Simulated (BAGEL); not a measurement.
# triplet GeF2 at 5 levels

Wanted: a comparison of 5 runs (ROHF/6-31G*, UHF/6-31G*, ROHF/def2-TZVPP, UHF/def2-TZVPP, FCI/STO-3G) of triplet GeF2. 

The calculation is run with BAGEL 1.2.2.

8 further runs of the same task are left out: 4 that didn't finish, 4 set aside as unsound or not needed. Runs told in other sessions of the task aren't counted.

**1. Starting point**

GeF2: 3 atoms, total charge 0, spin state triplet. SMILES of the parent species: `[F][Ge][F]`. Geometry: relaxed at PBE0-D4/def2-TZVP. That shape belongs to the parent species and isn't relaxed for this state.

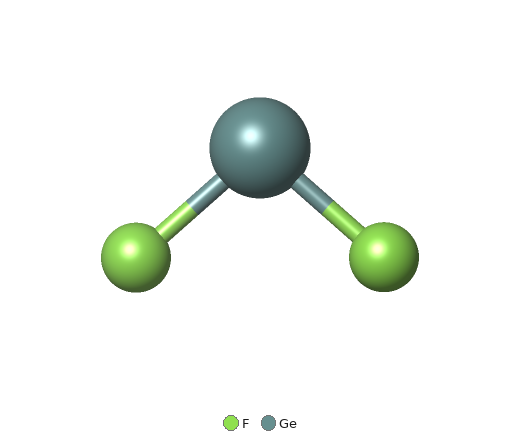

The structure, seen from a chosen angle (fluorine green, germanium teal).

**2. The energy at ROHF/6-31G(d) (density fitting with qzvpp-jkfit, spherical functions) (run 1)**

File hf.json:

```json
{ "bagel" : [

{
  "title" : "molecule",
  "basis" : "6-31gs.json",
  "df_basis" : "qzvpp-jkfit",
  "angstrom" : true,
  "geometry" : [
    { "atom" : "F", "xyz" : [   -0.675900,   -1.101800,   -0.497500 ] },
    { "atom" : "Ge", "xyz" : [    0.637500,   -0.295200,    0.320200 ] },
    { "atom" : "F", "xyz" : [    0.027600,    1.332100,    0.164100 ] }
  ]
},
{
  "title" : "rohf",
  "nopen" : 2
},
{
  "title" : "print",
  "file" : "orbitals.molden",
  "orbitals" : true
}

]}
```

The basis set 6-31G* is read from a file made from the Basis Set Exchange's data (not shown).

Launch:

```bash
$ BAGEL_NUM_THREADS=1 BAGEL hf.json > hf.out
```

The log of the run:

```text
* using 1 threads per process

  ===============================================================
  ===============================================================

  *** Geometry ***

  { "atom" : "F", "xyz" : [     -1.277266,     -2.082100,     -0.940139 ] },
  { "atom" : "Ge", "xyz" : [      1.204700,     -0.557847,      0.605090 ] },
  { "atom" : "F", "xyz" : [      0.052156,      2.517304,      0.310104 ] },

  Number of auxiliary basis functions:      420

  Since a DF basis is specified, we compute 2- and 3-index integrals:
    o Being stored without compression. Storage requirement is 0.012 GB

  Number of basis functions:       60
  Number of electrons      :       50

    * METHOD: MOLECULE                             0.19

  *** Open-shell HF ***

  === Nuclear Repulsion ===
   191.0627176034

      * DIIS with orbital gradients will be used.

  === ROHF iteration (6-31gs.json) ===
      0      -2273.66622804          0.05219913           0.10
      1      -2273.79292673          0.04111600           0.10
      2      -2273.85720550          0.02820250           0.10
      3      -2273.91205090          0.00143828           0.10
      4      -2273.91266861          0.00072860           0.10
      5      -2273.91291755          0.00024430           0.09
[... 8 lines of this table left out ...]
     14      -2273.91300589          0.00000002           0.10
     15      -2273.91300590          0.00000001           0.10
    * SCF iteration converged.

    * S^2 (ROHF) is 2.0000

    * Permanent dipole moment:
           (   -1.224974,     0.522772,    -0.620219) a.u.

    * METHOD: ROHF                                 1.77

    * METHOD: PRINT                                0.01

  ===============================================================
```

Wall time 2.1 s (1 thread of Arm Neoverse V1, shared host).

**3. The energy at UHF/6-31G(d) (density fitting with qzvpp-jkfit, spherical functions) (run 2)**

File input.json:

```json
{ "bagel" : [

{
  "title" : "molecule",
  "basis" : "6-31gs.json",
  "df_basis" : "qzvpp-jkfit",
  "angstrom" : true,
  "geometry" : [
    { "atom" : "F", "xyz" : [   -0.675900,   -1.101800,   -0.497500 ] },
    { "atom" : "Ge", "xyz" : [    0.637500,   -0.295200,    0.320200 ] },
    { "atom" : "F", "xyz" : [    0.027600,    1.332100,    0.164100 ] }
  ]
},
{
  "title" : "uhf",
  "nopen" : 2
},
{
  "title" : "print",
  "file" : "orbitals.molden",
  "orbitals" : true
}

]}
```

The basis set 6-31G* is read from a file made from the Basis Set Exchange's data (not shown).

Launch:

```bash
$ BAGEL_NUM_THREADS=1 BAGEL input.json > input.out
```

The log of the run:

```text
* using 1 threads per process

  ===============================================================
  ===============================================================

  *** Geometry ***

  { "atom" : "F", "xyz" : [     -1.277266,     -2.082100,     -0.940139 ] },
  { "atom" : "Ge", "xyz" : [      1.204700,     -0.557847,      0.605090 ] },
  { "atom" : "F", "xyz" : [      0.052156,      2.517304,      0.310104 ] },

  Number of auxiliary basis functions:      420

  Since a DF basis is specified, we compute 2- and 3-index integrals:
    o Being stored without compression. Storage requirement is 0.012 GB

  Number of basis functions:       60
  Number of electrons      :       50

    * METHOD: MOLECULE                             0.18

  *** Open-shell HF ***

  === Nuclear Repulsion ===
   191.0627176034

      * DIIS with orbital gradients will be used.

  === UHF iteration (6-31gs.json) ===
      0      -2273.66622804          0.05219913           0.13
      1      -2273.79907292          0.04065087           0.12
      2      -2273.86329656          0.02755996           0.13
      3      -2273.91483066          0.00123635           0.11
      4      -2273.91536137          0.00055903           0.10
      5      -2273.91548608          0.00016208           0.10
[... 10 lines of this table left out ...]
     16      -2273.91550831          0.00000002           0.11
     17      -2273.91550831          0.00000001           0.10
    * SCF iteration converged.

    * S^2 (UHF) is 2.0064

    * Permanent dipole moment:
           (   -1.209032,     0.515967,    -0.612148) a.u.

    * METHOD: UHF                                  2.20

    * METHOD: PRINT                                0.02

  ===============================================================
```

Run time: 2.6 s. Hardware: 1 thread of Arm Neoverse V1, shared host.

Run 3 isn't shown in full; the table further down has it.

**4. A single-point energy at UHF/def2-TZVPP (density fitting with qzvpp-jkfit) (run 4)**

File input.json:

```json
{ "bagel" : [

{
  "title" : "molecule",
  "basis" : "tzvpp",
  "df_basis" : "qzvpp-jkfit",
  "angstrom" : true,
  "geometry" : [
    { "atom" : "F", "xyz" : [      -0.675900,      -1.101800,      -0.497500 ] },
    { "atom" : "Ge", "xyz" : [       0.637500,      -0.295200,       0.320200 ] },
    { "atom" : "F", "xyz" : [       0.027600,       1.332100,       0.164100 ] }
  ]
},

{
  "title" : "uhf",
  "nopen" : 2
},

{
  "title" : "print",
  "file" : "orbitals.molden",
  "orbitals" : true
}

]}
```

Launch:

```bash
$ BAGEL_NUM_THREADS=1 BAGEL input.json > input.out
```

The log of the run:

```text
* using 1 threads per process

  ===============================================================
  ===============================================================

  *** Geometry ***

  { "atom" : "F", "xyz" : [     -1.277266,     -2.082100,     -0.940139 ] },
  { "atom" : "Ge", "xyz" : [      1.204700,     -0.557847,      0.605090 ] },
  { "atom" : "F", "xyz" : [      0.052156,      2.517304,      0.310104 ] },

  Number of auxiliary basis functions:      420

  Since a DF basis is specified, we compute 2- and 3-index integrals:
    o Being stored without compression. Storage requirement is 0.041 GB

  Number of basis functions:      110
  Number of electrons      :       50

    * METHOD: MOLECULE                             0.25

  *** Open-shell HF ***

  === Nuclear Repulsion ===
   191.0627176034

      * DIIS with orbital gradients will be used.

  === UHF iteration (tzvpp) ===
      0      -2273.99209388          0.04907989           0.22
      1      -2274.13429205          0.04019964           0.23
      2      -2274.22215785          0.02894661           0.21
      3      -2274.31048986          0.00114858           0.21
      4      -2274.31119940          0.00054252           0.22
      5      -2274.31133471          0.00017601           0.21
[... 9 lines of this table left out ...]
     15      -2274.31136585          0.00000001           0.21
     16      -2274.31136585          0.00000001           0.22
    * SCF iteration converged.

    * S^2 (UHF) is 2.0061

    * Permanent dipole moment:
           (   -1.112724,     0.474888,    -0.563383) a.u.

    * METHOD: UHF                                  3.99

    * METHOD: PRINT                                0.03

  ===============================================================
```

It took 4.5 s on 1 thread of Arm Neoverse V1, shared host.

**5. The energy at FCI/STO-3G (density fitting with qzvpp-jkfit) (run 5)**

File input.json:

```json
{ "bagel": [

{
  "title": "molecule",
  "basis": "sto-3g",
  "df_basis": "qzvpp-jkfit",
  "angstrom": true,
  "geometry": [
    { "atom": "F", "xyz": [      -0.675900,      -1.101800,      -0.497500 ] },
    { "atom": "Ge", "xyz": [       0.637500,      -0.295200,       0.320200 ] },
    { "atom": "F", "xyz": [       0.027600,       1.332100,       0.164100 ] }
  ]
},

{ "title": "hf" },

{ "title": "fci", "nstate": 1, "ncore": 11, "nspin": 2 }

]}
```

Launch:

```bash
$ BAGEL_NUM_THREADS=1 BAGEL input.json > input.out
```

The log of the run:

```text
* using 1 threads per process

  ===============================================================
  ===============================================================

  *** Geometry ***

  { "atom" : "F", "xyz" : [     -1.277266,     -2.082100,     -0.940139 ] },
  { "atom" : "Ge", "xyz" : [      1.204700,     -0.557847,      0.605090 ] },
  { "atom" : "F", "xyz" : [      0.052156,      2.517304,      0.310104 ] },

  Number of auxiliary basis functions:      420

[... 21 lines left out ...]
    * SCF iteration converged.
[... 1 line left out ...]
    * Permanent dipole moment:
[... 43 lines left out ...]
     * ci vector, state   0, <S^2> = 2.0000
       2222222222222aa..     0.9538110744
       222222222a2222a..     0.0781246566
       22222222a222b2a.a     0.0692824701
       222222222a222ba.a    -0.0605894709
       .     0.0593835388
       22222222a22a222..     0.0580370152
       22222222a222a2a.b    -0.0555390231
       .    -0.0528180304

    * METHOD: FCI                                 37.17

  ===============================================================
```

Wall time 38 s (1 thread of Arm Neoverse V1, shared host); peak memory 0.91 GiB.

**6. Overview of the runs**

| run | level | start charge | start multiplicity | energy (Eh) | dipole moment (D) | ⟨S²⟩ | wall time |
| --- | --- | --- | --- | --- | --- | --- | --- |
| 1 | ROHF/6-31G* (density fitting with qzvpp-jkfit, spherical functions) | – | – | -2273.913006 | 3.73 | 2.000 | 2.1 s |
| 2 | UHF/6-31G* (density fitting with qzvpp-jkfit, spherical functions) | – | – | -2273.915508 | 3.69 | 2.006 | 2.6 s |
| 3 | ROHF/def2-TZVPP (density fitting with qzvpp-jkfit) | – | – | -2274.308882 | 3.42 | 2.000 | 4.5 s |
| 4 | UHF/def2-TZVPP (density fitting with qzvpp-jkfit) | – | – | -2274.311366 | 3.39 | 2.006 | 4.5 s |
| 5 | FCI/STO-3G (density fitting with qzvpp-jkfit) | 0 | 1 | -2247.813924 | – | – | 38 s |

**7. Results**

| quantity | value |
| --- | --- |
| run 5: total energy | -2247.81392 Eh |

In words: Over runs 1, 2, 3, 4 the dipole moment (its size) runs from 3.39 D (UHF/def2-TZVPP) to 3.73 D (ROHF/6-31G*). The two ends differ in method and basis. In run 5 the basis is minimal, so the values are rough. All runs together took 52 s, the longest 38 s.
